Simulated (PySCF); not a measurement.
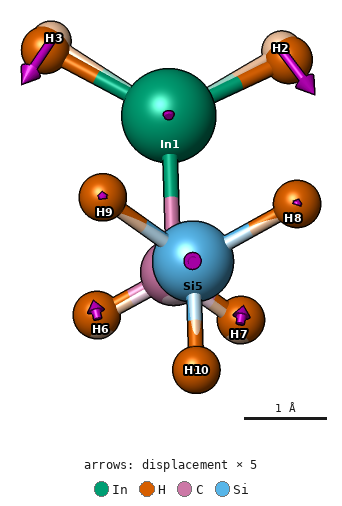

This is a relaxation of CH7InSi. The starting structure is drawn faded, the final one solid; purple arrows show the displacements, magnified 5 times. The two geometries are superimposed by the best rigid fit.

A ball-and-stick model, seen from a free direction.

The start comes from GFN2-xTB.

Computed with PySCF, PBE0-D3(BJ)/def2-SVP geometry optimisation, gas phase. 

Describe the change and its energy.

Answer. The largest moves after the best rigid fit, 0.15 Å, are those of H atoms. Largest moves by element: H 0.15 Å, C 0.07 Å, Si 0.05 Å, In 0.02 Å. Some distances before and after: C–In 2.220 → 2.174 Å, C–Si 1.897 → 1.871 Å, H–Si 1.473 → 1.499 Å, H–In 1.748 → 1.734 Å. Bond angles that change, for instance: H–In–H 110.5° → 121.8°, H–In–C 124.6° → 119.1°, C–Si–H 109.8° → 113.0°. After 4 geometry steps the energy has fallen by 2.17 kcal/mol. The largest force component goes from 1.1 to 0.012 eV/Å. The run took roughly 19 core-seconds on a shared host.
